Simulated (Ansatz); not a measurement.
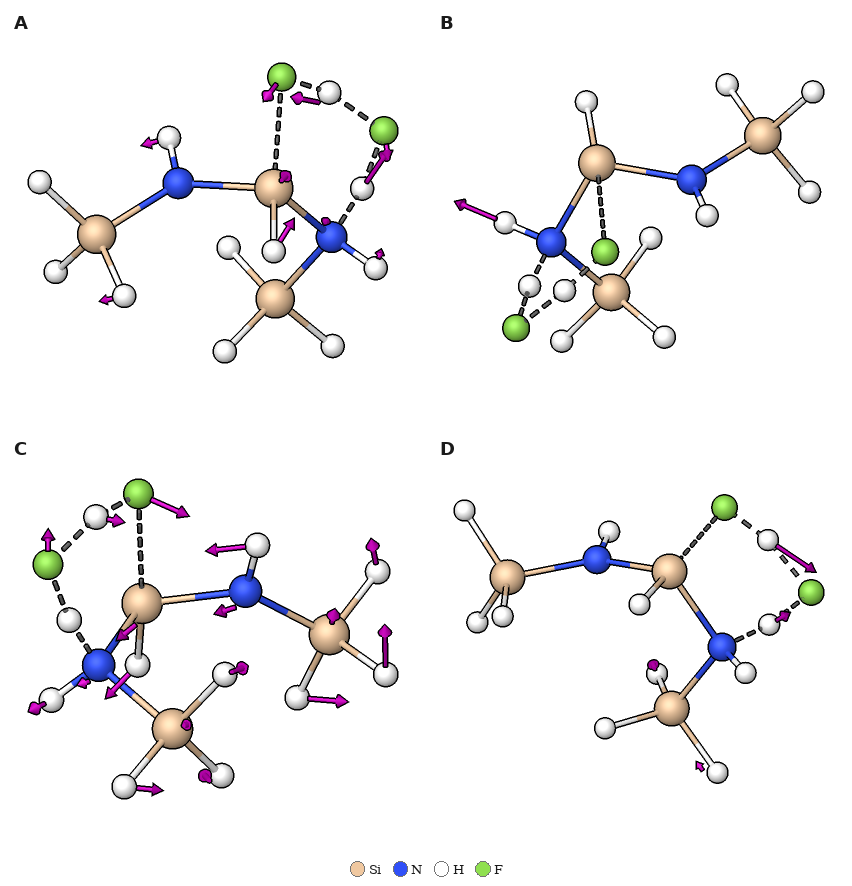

4 normal modes of one molecule or complex, as arrows. Broken sticks mark bonds that form or break. The species is neutral and a spin doublet. Harmonic vibrations computed with UKS PBE0-D4/def2-TZVP (Ansatz 0.2.0) at a stationary point of the same level. It is a saddle point of order 1.

**Match the panels to the wavenumbers 123 cm⁻¹, 291 cm⁻¹, 2289 cm⁻¹, 3520 cm⁻¹.**

A: 291 cm⁻¹
B: 3520 cm⁻¹
C: 123 cm⁻¹
D: 2289 cm⁻¹
